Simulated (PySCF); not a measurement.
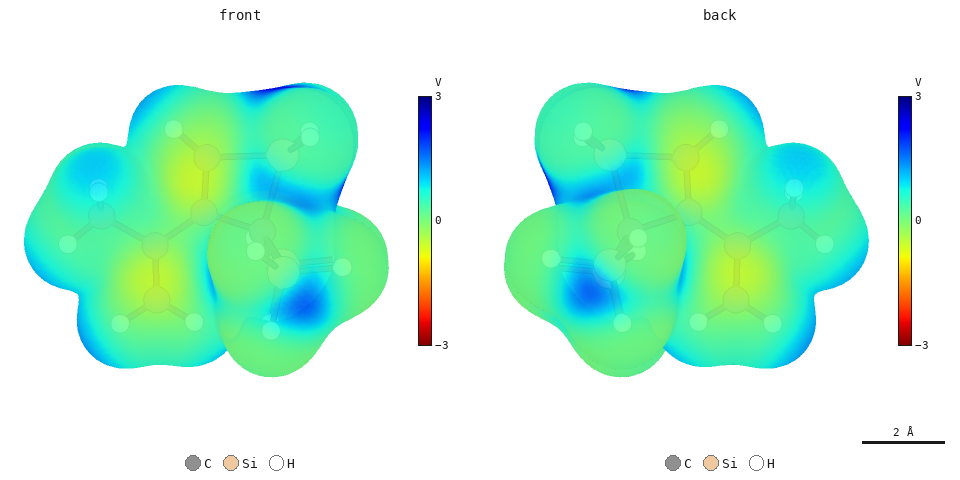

The picture shows: C$_{6}$H$_{14}$Si$_{3}$ (SMILES C=C(C)C1=C[SiH2]C1([SiH3])[SiH3]). The molecular electrostatic potential painted on the density surface at 0.004 e/bohr³, seen from the front and from behind; red is negative and blue positive.

Geometry: GFN2-xTB.

Method: PBE0/pcSseg-1, SCF density, gas phase, non-relativistic (PySCF 2.14.0).

The calculation's input:

```
{"job": {"kind": "nmr", "xc": "PBE0", "basis": "pcSseg-1"}, "charge": 0, "multiplicity": 1}
C      1.062154     1.463180    -1.271786
C      1.130131     0.143756    -1.099162
C      2.097688    -0.691748    -1.889900
C      0.290170    -0.567715    -0.153255
C      0.276048    -1.896094     0.100536
Si    -1.069489    -1.804626     1.394000
C     -0.762150     0.020556     0.765398
Si    -0.060557     1.169483     2.104905
Si    -2.253100     0.762824    -0.147098
H      1.696978     1.969738    -1.980186
H      0.379841     2.080771    -0.718453
H      1.561506    -1.438888    -2.473534
H      2.678872    -0.070408    -2.566512
H      2.780370    -1.213659    -1.220669
H      0.886974    -2.656828    -0.356859
H     -2.366177    -2.401114     1.072119
H     -0.701814    -2.092513     2.780531
H     -0.981724     1.170655     3.245639
H      0.101014     2.558162     1.660559
H      1.249881     0.672501     2.534622
H     -2.531454    -0.028941    -1.349114
H     -2.055716     2.158015    -0.555158
H     -3.414199     0.719878     0.747277
```

Launched as:

```sh
OMP_NUM_THREADS=1 python probes_run.py task.json out
```

Q: Which sites attract a positive test charge, and which a negative one?

A: A positive charge is drawn to the negative regions and a negative charge to the positive ones. The most negative region (about −0.5 V) lies over the π face of C1, C2, C4 and C5, the most positive (about +2.1 V) over Si6.
